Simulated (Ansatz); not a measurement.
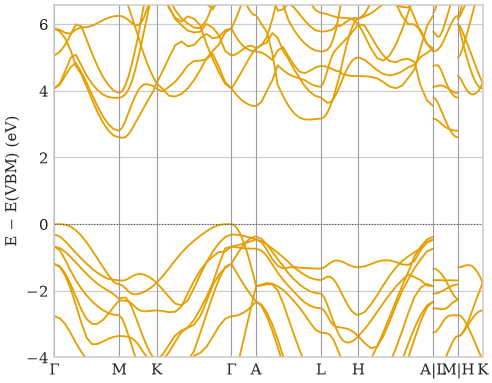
Fig. 1. Band structure from plane-wave PAW PBE+D3(BJ) (Ansatz code)

The gap is 2.59 eV; an edge lies off the plotted path or next to a special point (maximum off the standard path, minimum on the M–K line, 9 % of the way from M).

**Question.** Pick the material that matches.
(A) MoS2, P6_3/mmc (Mo on 2b, S on 4f)
(B) WS2, P6_3/mmc (W on 2c, S on 4f)
(C) BeS, P6_422 (Be on 3c, S on 3d)
(D) BN, P6_3/mmc (B on 2b, N on 2d)

**Answer.** C, BeS, P6_422 (Be on 3c, S on 3d)

The start of the workflow was typed in or built on a structure type; neither database checked (COD, Materials Project) lists it. COD files the formula under space group No. 216, so this cell is another polymorph or a model. Its standing as an ambient phase is unchecked. The PBE+D3(BJ) relaxation kept the symmetry of its start; its stability against distortions is not shown here.

Potentials: the earlier of the program's two PAW sets.
